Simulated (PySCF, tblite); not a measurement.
**CH9NO3Si4, a small molecule taken as a stand-in for a surface group (silica-backed Si): NMR shifts, core binding energies and electronic excitations**

What NMR shifts, core binding energies and electronic excitations should one expect for `N#C[Si](O[SiH3])(O[SiH3])O[SiH3]`?

Computed with tblite 0.8.0 and PySCF 2.14.0; each step states its level. No surroundings beyond the atoms listed, unless a continuum is named. Atoms count from 0, parts from 1.

### Step 1. Starting point

18 atoms, charge 0, multiplicity 1; geometry: distance geometry start.

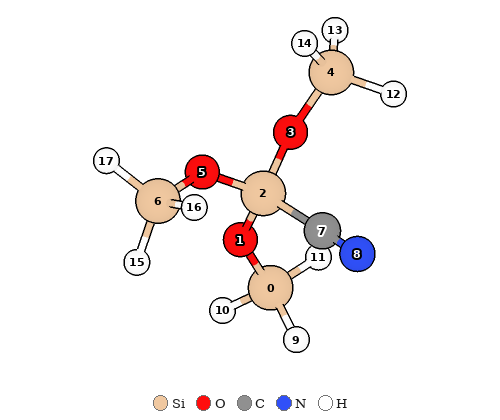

The starting geometry (silicon light orange, oxygen red, carbon grey, nitrogen blue, hydrogen white), atoms numbered.

### Step 2. Geometry optimisation with GFN2-xTB

The job: settings as JSON, then the geometry in Å.

```
{"job": {"kind": "relax", "xc": "GFN2-xTB", "basis": "xTB"}, "charge": 0, "multiplicity": 1}
Si    -1.919874    -2.335682    -0.580666
O     -1.277137    -0.828421    -0.664502
Si     0.002147     0.001240    -0.015534
O      1.350653    -0.459556    -0.864878
Si     2.995120    -0.323132    -0.706552
O     -0.245017     1.620670    -0.325288
Si    -1.163507     2.850927     0.303202
C      0.187039    -0.361697     1.846044
N      0.284111    -0.559421     2.983539
H     -2.453544    -2.585535     0.771683
H     -3.040915    -2.444616    -1.564628
H     -0.876002    -3.325029    -0.891047
H      3.408553    -1.139120     0.476939
H      3.661673    -0.838844    -1.900550
H      3.348607     1.082022    -0.466279
H     -2.593006     2.423482     0.390173
H     -0.672405     3.153527     1.700250
H     -1.027752     4.055719    -0.526657
```

Method: GFN2-xTB geometry optimisation, gas phase.

The run is started by

```
$ OMP_NUM_THREADS=1 python cluster_run.py task.json out
```

One launch serves the whole session: the jobs run in the order shown.

The program printed:

```text
step      E/eV     max force
  0    -790.24138    1.878
  1    -790.29543    4.874
  2    -790.42301    1.040
  3    -790.47851    1.014
  4    -790.54000    0.518
  5    -790.55920    0.322
  6    -790.58417    0.425
  7    -790.60104    0.564
  8    -790.62446    0.480
  9    -790.63352    0.242
 10    -790.63973    0.176
 11    -790.64496    0.205
 12    -790.65150    0.242
 13    -790.65732    0.211
 14    -790.66145    0.152
 15    -790.66361    0.135
 16    -790.66482    0.090
 17    -790.66586    0.074
 18    -790.66699    0.095
 19    -790.66830    0.106
 20    -790.66944    0.084
 21    -790.67016    0.049
 22    -790.67063    0.052
 23    -790.67126    0.068
 24    -790.67248    0.114
 25    -790.67474    0.151
 26    -790.67815    0.154
 27    -790.68178    0.124
 28    -790.68472    0.102
 29    -790.68663    0.101
 30    -790.68782    0.077
 31    -790.68904    0.079
 32    -790.69046    0.091
 33    -790.69221    0.094
 34    -790.69405    0.104
 35    -790.69559    0.089
 36    -790.69670    0.063
 37    -790.69750    0.073
 38    -790.69815    0.073
 39    -790.69865    0.061
 40    -790.69897    0.040
 41    -790.69916    0.025
 42    -790.69931    0.028
 43    -790.69944    0.025
 44    -790.69959    0.022
 45    -790.69972    0.030
 46    -790.69989    0.039
 47    -790.70021    0.047
 48    -790.70075    0.047
 49    -790.70146    0.064
 50    -790.70202    0.073
 51    -790.70173    0.057
 52    -790.70270    0.067
 53    -790.70305    0.040
 54    -790.70372    0.044
 55    -790.70270    0.210
 56    -790.70561    0.070
 57    -790.70687    0.051
 58    -790.70162    0.301
 59    -790.70815    0.046
 60    -790.70897    0.048
 61    -790.70515    0.276
 62    -790.71042    0.050
 63    -790.71124    0.062
 64    -790.70905    0.275
 65    -790.71316    0.069
 66    -790.71413    0.079
 67    -790.71450    0.213
 68    -790.71753    0.183
 69    -790.71889    0.222
 70    -790.72277    0.158
 71    -790.72558    0.075
 72    -790.72812    0.151
 73    -790.72940    0.086
 74    -790.73040    0.102
 75    -790.73206    0.140
 76    -790.73334    0.136
 77    -790.73480    0.135
 78    -790.73588    0.095
 79    -790.73702    0.072
 80    -790.73745    0.058
 81    -790.73786    0.062
 82    -790.73850    0.063
 83    -790.73898    0.063
 84    -790.73963    0.051
 85    -790.74003    0.049
 86    -790.74044    0.050
 87    -790.74097    0.060
 88    -790.74184    0.086
 89    -790.74280    0.092
 90    -790.74381    0.076
 91    -790.74466    0.105
 92    -790.74598    0.109
 93    -790.74830    0.151
 94    -790.75149    0.184
 95    -790.75500    0.115
 96    -790.75539    0.246
 97    -790.75901    0.253
 98    -790.76110    0.141
 99    -790.76624    0.158
100    -790.77104    0.264
101    -790.77579    0.319
102    -790.78262    0.309
103    -790.78762    0.139
104    -790.79152    0.154
105    -790.79433    0.189
106    -790.79761    0.185
107    -790.79987    0.126
108    -790.80166    0.109
109    -790.80410    0.102
110    -790.80555    0.100
111    -790.80728    0.116
112    -790.80880    0.103
113    -790.81010    0.113
114    -790.81112    0.077
115    -790.81206    0.093
116    -790.81320    0.116
117    -790.81470    0.092
118    -790.81577    0.075
119    -790.81638    0.050
120    -790.81683    0.058
121    -790.81733    0.068
122    -790.81792    0.064
123    -790.81847    0.062
124    -790.81881    0.033
125    -790.81897    0.020
126    -790.81906    0.024
127    -790.81912    0.019
128    -790.81918    0.018
129    -790.81922    0.020
130    -790.81926    0.015
131    -790.81929    0.019
132    -790.81931    0.038
133    -790.81934    0.014
134    -790.81936    0.014
135    -790.81938    0.015
136    -790.81940    0.015
137    -790.81943    0.012
138    -790.81947    0.016
139    -790.81952    0.016
140    -790.81957    0.019
141    -790.81961    0.018
142    -790.81964    0.016
143    -790.81968    0.017
144    -790.81972    0.014
145    -790.81976    0.014
146    -790.81978    0.009
147    -790.81980    0.012
148    -790.81982    0.013
149    -790.81984    0.014
150    -790.81987    0.015
151    -790.81990    0.016
152    -790.81993    0.019
153    -790.81996    0.023
154    -790.82000    0.022
155    -790.82004    0.013
156    -790.82005    0.010
157    -790.82007    0.010
158    -790.82009    0.018
159    -790.82011    0.020
160    -790.82014    0.013
161    -790.82015    0.007
```

It took 9.3 s on 1 thread of Arm Neoverse V1, shared host.

Step by step:

```csv
step,energy from step 0 (eV),largest force (eV/Å)
0,0.0000,1.8787
6,-0.3428,0.4244
12,-0.4101,0.2422
18,-0.4256,0.0949
24,-0.4311,0.1142
30,-0.4464,0.0770
36,-0.4553,0.0630
42,-0.4579,0.0282
48,-0.4594,0.0475
54,-0.4623,0.0435
60,-0.4676,0.0484
66,-0.4727,0.0787
72,-0.4867,0.1506
78,-0.4945,0.0954
84,-0.4982,0.0515
90,-0.5024,0.0755
96,-0.5140,0.2463
102,-0.5412,0.3093
108,-0.5603,0.1083
114,-0.5697,0.0764
120,-0.5754,0.0580
126,-0.5777,0.0239
132,-0.5779,0.0376
138,-0.5781,0.0157
144,-0.5783,0.0137
150,-0.5785,0.0149
156,-0.5787,0.0095
161,-0.5788,0.0065
```

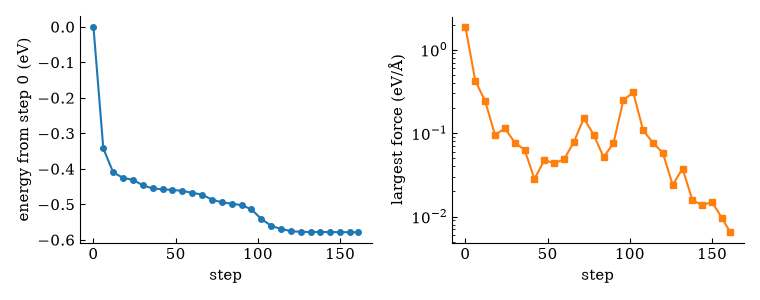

Energy and largest force along the relaxation.

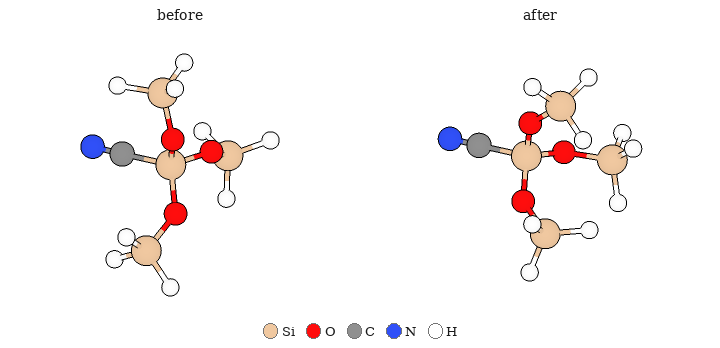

Before and after, at one scale.

Distances of close pairs at the start and the end, largest changes first:

```csv
bond,before (Å),after (Å),change (Å)
Si2–O5,1.667,1.608,-0.059
Si6–H16,1.511,1.459,-0.053
Si2–O3,1.659,1.608,-0.051
Si2–C7,1.906,1.857,-0.049
O1–Si2,1.657,1.608,-0.049
Si4–H12,1.496,1.459,-0.037
O5–Si6,1.659,1.627,-0.032
Si6–H15,1.495,1.463,-0.032
```

### Step 3. Geometry optimisation at PBE0-D3(BJ)/def2-SVP

The job: settings as JSON, then the geometry in Å.

```
{"job": {"xc": "PBE0", "basis": "def2-SVP", "d3": "d3bj", "grid": 2, "kind": "geom", "shake": 0.01}, "charge": 0, "multiplicity": 1}
Si    -1.523700    -1.894081    -0.831738
O     -0.919883    -1.292712     0.545008
Si     0.093282    -0.212961     1.146066
O      1.599648    -0.351999     0.476608
Si     2.393568    -0.135024    -0.911352
O     -0.458268     1.289108     0.979544
Si    -1.022479     2.342355    -0.108900
C      0.305084    -0.554491     2.964548
N      0.394492    -0.774166     4.105278
H     -2.777995    -2.500372    -0.361009
H     -1.795635    -0.761721    -1.753416
H     -0.567331    -2.808740    -1.387595
H      3.495158    -1.029008    -0.742621
H      1.527799    -0.476035    -2.033831
H      2.777520     1.270825    -0.951563
H     -2.449530     2.051859    -0.298778
H     -0.791377     3.634151     0.549374
H     -0.299124     2.208654    -1.359707
```

The program printed:

```text
step   0  E = -1480.68617443  max force = 0.040167
step   1  E = -1480.70395121  max force = 0.004283
step   2  E = -1480.70413212  max force = 0.001355
step   3  E = -1480.70414729  max force = 0.000717
step   4  E = -1480.70416531  max force = 0.001223
step   5  E = -1480.70417940  max force = 0.001426
step   6  E = -1480.70420200  max force = 0.001046
step   7  E = -1480.70422088  max force = 0.000554
step   8  E = -1480.70423098  max force = 0.000521
step   9  E = -1480.70423723  max force = 0.000497
step  10  E = -1480.70424160  max force = 0.000424
optimisation converged
```

It took 4.8 min on 1 thread of Arm Neoverse V1, shared host; peak memory 1.1 GiB.

Relaxation path:

```csv
step,energy from step 0 (eV),largest force component (eV/Å)
0,0.0000,2.0655
1,-0.4837,0.2202
2,-0.4887,0.0697
3,-0.4891,0.0369
4,-0.4896,0.0629
5,-0.4899,0.0733
6,-0.4906,0.0538
7,-0.4911,0.0285
8,-0.4913,0.0268
9,-0.4915,0.0256
10,-0.4916,0.0218
```

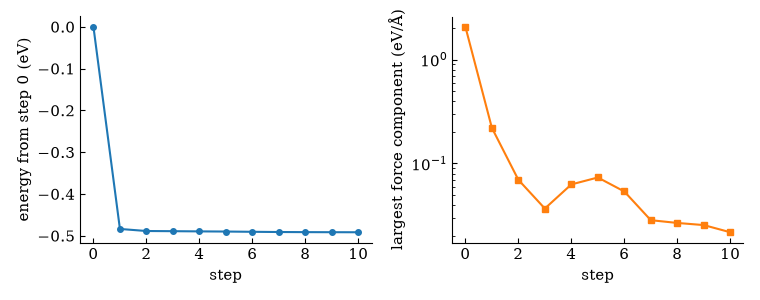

Energy and force, step by step.

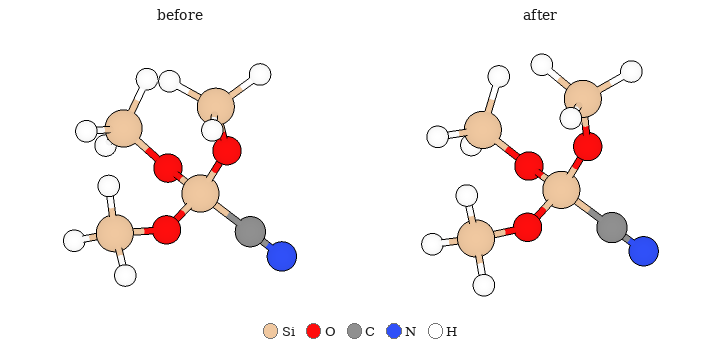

The geometry before (left) and after (right).

Close pairs (by a distance rule), those that changed most:

```csv
bond,before (Å),after (Å),change (Å)
Si4–H12,1.429,1.487,+0.058
Si0–H11,1.435,1.491,+0.056
O3–Si4,1.614,1.664,+0.051
O5–Si6,1.616,1.664,+0.048
Si0–O1,1.619,1.664,+0.045
Si6–H17,1.451,1.494,+0.043
Si4–H13,1.458,1.494,+0.036
Si4–H14,1.458,1.491,+0.033
```

The next job starts from the end point, and lists it.

```csv
at the end point,value
point group (found at 0.08 Å tolerance),C1
"rotational constants (GHz, main isotopes)","0.639, 0.627, 0.615"
dipole moment (D),4.82
```

### Step 4. Shielding tensors: PBE0/pcSseg-1

The job: settings as JSON, then the geometry in Å.

```
{"job": {"kind": "nmr", "xc": "PBE0", "basis": "pcSseg-1"}, "charge": 0, "multiplicity": 1}
Si    -1.687057    -2.021700    -0.781085
O     -0.969133    -1.260501     0.513271
Si     0.074452    -0.162356     1.105194
O      1.553545    -0.333290     0.451787
Si     2.589815    -0.278092    -0.849219
O     -0.490696     1.352268     0.922521
Si    -1.040638     2.573298    -0.065186
C      0.234516    -0.471769     2.916095
N      0.338285    -0.667695     4.053082
H     -2.858438    -2.789619    -0.281468
H     -2.132852    -0.996033    -1.771208
H     -0.705075    -2.939184    -1.427405
H      3.804971    -1.067967    -0.515984
H      1.910886    -0.863582    -2.044160
H      2.955924     1.139024    -1.133357
H     -2.431665     2.268086    -0.507877
H     -1.013346     3.846442     0.702783
H     -0.152654     2.678334    -1.261857
```

With the program's defaults for keys left out, this is: GIAO PBE0/pcSseg-1 NMR shielding, non-relativistic, gas phase.

The program printed:

```text
coarse grid: 17488 points
cycle   1  E = -1480.9018065827  dE =  8.349e-01  |g| = 1.209e+00  |ddm| = 4.063e+00
cycle   2  E = -1480.4975646184  dE =  4.042e-01  |g| = 1.895e+00  |ddm| = 1.929e+00
cycle   3  E = -1481.1460449132  dE = -6.485e-01  |g| = 1.995e-01  |ddm| = 1.306e+00
cycle   4  E = -1481.1503810844  dE = -4.336e-03  |g| = 1.381e-01  |ddm| = 1.612e-01
cycle   5  E = -1481.1543775013  dE = -3.996e-03  |g| = 2.403e-02  |ddm| = 9.007e-02
cycle   6  E = -1481.1545107241  dE = -1.332e-04  |g| = 2.211e-03  |ddm| = 2.204e-02
cycle   7  E = -1481.1545118367  dE = -1.113e-06  |g| = 6.642e-04  |ddm| = 2.678e-03
final grid: 151880 points
cycle   8  E = -1481.2341618583  dE = -8.064e-06  |g| = 1.106e-02  |ddm| = 1.683e-02
cycle   9  E = -1481.2341333968  dE =  2.846e-05  |g| = 1.678e-02  |ddm| = 1.622e-02
cycle  10  E = -1481.2341816427  dE = -4.825e-05  |g| = 1.719e-03  |ddm| = 1.028e-02
cycle  11  E = -1481.2341822252  dE = -5.825e-07  |g| = 6.035e-04  |ddm| = 1.133e-03
cycle  12  E = -1481.2341822987  dE = -7.346e-08  |g| = 6.652e-05  |ddm| = 3.501e-04
cycle  13  E = -1481.2341822997  dE = -1.010e-09  |g| = 1.814e-05  |ddm| = 6.390e-05
cycle  14  E = -1481.2341822997  dE = -4.093e-11  |g| = 1.098e-05  |ddm| = 1.836e-05
converged SCF energy = -1481.2341822997

GIAO shielding tensors (ppm)
atom      isotropic    diamagn.    paramagn.     s11        s22        s33       span
  0 Si     388.038     879.395    -491.357    345.577    358.215    460.322    114.745
  1 O      279.276     402.312    -123.037    257.010    282.650    298.167     41.156
  2 Si     456.757     882.020    -425.263    427.521    471.073    471.676     44.155
  3 O      279.592     402.334    -122.742    258.152    283.740    296.885     38.733
  4 Si     388.093     879.433    -491.340    345.244    358.590    460.444    115.200
  5 O      278.729     402.224    -123.495    256.214    282.653    297.321     41.107
  6 Si     388.370     879.345    -490.975    345.694    358.629    460.786    115.093
  7 C       60.495     262.530    -202.035    -53.968    -53.886    289.340    343.308
  8 N      -89.515     336.785    -426.300   -289.366   -288.936    309.759    599.125
  9 H       26.195      27.905      -1.710     22.822     24.264     31.498      8.676
 10 H       26.081      30.870      -4.789     22.507     25.228     30.507      8.000
 11 H       26.078      29.558      -3.480     22.597     24.849     30.788      8.191
 12 H       26.185      27.947      -1.762     22.816     24.263     31.476      8.660
 13 H       26.066      30.928      -4.863     22.444     25.322     30.430      7.986
 14 H       26.080      29.507      -3.427     22.598     24.786     30.855      8.257
 15 H       26.087      29.525      -3.438     22.596     24.832     30.834      8.238
 16 H       26.199      27.840      -1.641     22.819     24.267     31.511      8.692
 17 H       26.080      30.835      -4.754     22.449     25.311     30.482      8.033
```

It took 59 s on 1 thread of Arm Neoverse V1, shared host; peak memory 1.4 GiB.

The references, computed at this level on geometries of the same kind, shield at (ppm): 1H TMS 31.27, 13C TMS 184.4, 29Si TMS 352.0, 15N NH3 265.7, 17O H2O 334.6. Their shielding less the atom's gives the shift. The references are single molecules in the gas phase, so shifts against H2O, NH3, PH3, H3PO4 or CFCl3 are not on the usual liquid scales and can be off by tens of ppm.

```csv
atoms,environment,σ (ppm),δ (ppm)
C7,"carbon bonded to N, Si",60.5,123.9
H13,hydrogen on a silicon bonded to O,26.07,5.20
H11,hydrogen on a silicon bonded to O,26.08,5.19
H14,hydrogen on a silicon bonded to O,26.08,5.19
H17,hydrogen on a silicon bonded to O,26.08,5.19
H10,hydrogen on a silicon bonded to O,26.08,5.19
H15,hydrogen on a silicon bonded to O,26.09,5.18
H12,hydrogen on a silicon bonded to O,26.19,5.08
H9,hydrogen on a silicon bonded to O,26.19,5.07
H16,hydrogen on a silicon bonded to O,26.20,5.07
Si0,"silicon bonded to O, 3 H",388.0,-36.0
Si4,"silicon bonded to O, 3 H",388.1,-36.1
Si6,"silicon bonded to O, 3 H",388.4,-36.4
Si2,"silicon bonded to C, 3 O",456.8,-104.8
O5,oxygen bonded to 2 Si,278.7,55.8
O1,oxygen bonded to 2 Si,279.3,55.3
O3,oxygen bonded to 2 Si,279.6,55.0
N8,nitrogen bonded to C,-89.5,355.2
```

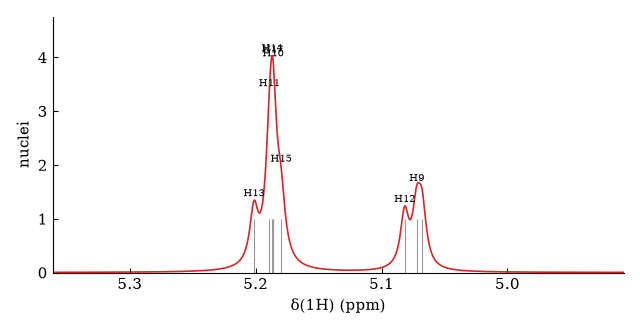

1H lines at the computed shifts, without couplings. Lines are broadened to a width of 0.01 ppm (Lorentzian).

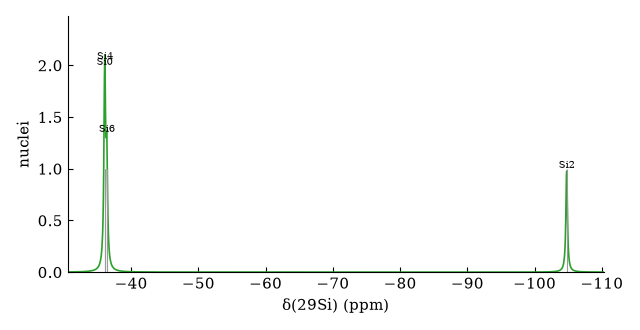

29Si lines at the computed shifts, without couplings. Lines are broadened to a width of 0.27 ppm (Lorentzian).

Charges from the same density, by scheme (e):

```csv
atoms,Mulliken,IAO,Hirshfeld,ESP fit
Si0,0.70,0.86,0.40,0.58
O1,-0.75,-0.87,-0.30,-0.49
Si2,1.45,1.58,0.57,0.95
O3,-0.75,-0.87,-0.30,-0.49
Si4,0.70,0.86,0.40,0.58
O5,-0.75,-0.87,-0.30,-0.50
Si6,0.70,0.86,0.40,0.58
C7,-0.18,-0.19,-0.03,0.10
N8,-0.21,-0.18,-0.18,-0.35
```

IAO charges:

Si0 0.86; O1 -0.87; Si2 1.58; O3 -0.87; Si4 0.86; O5 -0.87; Si6 0.86; C7 -0.19; N8 -0.18; H9 -0.12; H10 -0.14; H11 -0.13; H12 -0.12; H13 -0.14; H14 -0.13; H15 -0.13; H16 -0.12; H17 -0.14

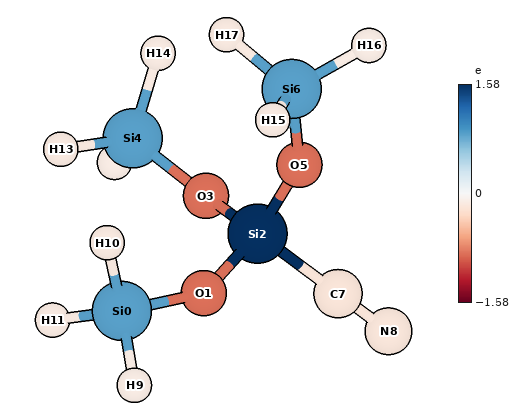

IAO charges, as colours on the atoms.

Mayer bond orders: Si0–O1 0.87, O1–Si2 0.97, Si2–O3 0.97, O3–Si4 0.87, Si2–O5 0.97, O5–Si6 0.87, Si2–C7 0.81, C7–N8 2.92.

Orbitals, density, ELF and potential are computed afterwards from the orbital file.

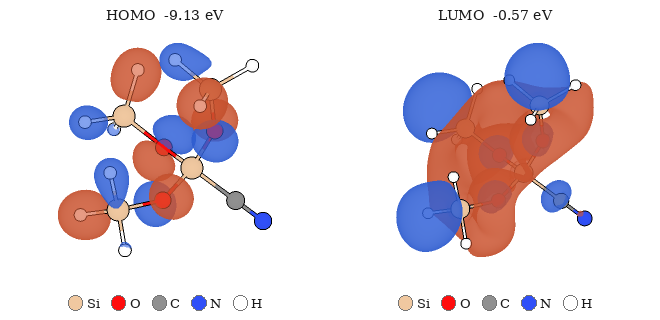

Frontier orbitals at PBE0/pcSseg-1; each surface holds 70 % of the orbital's density, blue and red mark the sign.

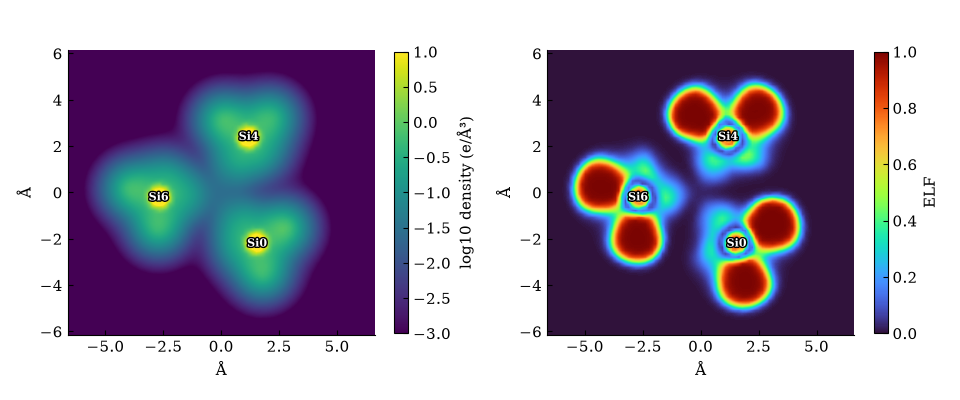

Density (left) and ELF (right) in a plane through or near 3 of the atoms.

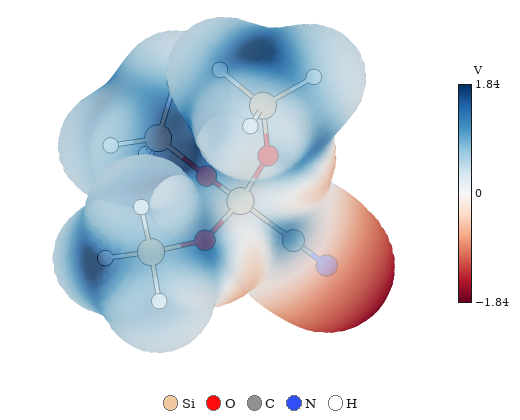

Electrostatic potential on the surface of density 0.002 e/bohr³; red is low, blue high. It runs from -1.68 V near N8 to 1.84 V near O5.

(Part 1 of 2 ends here.)
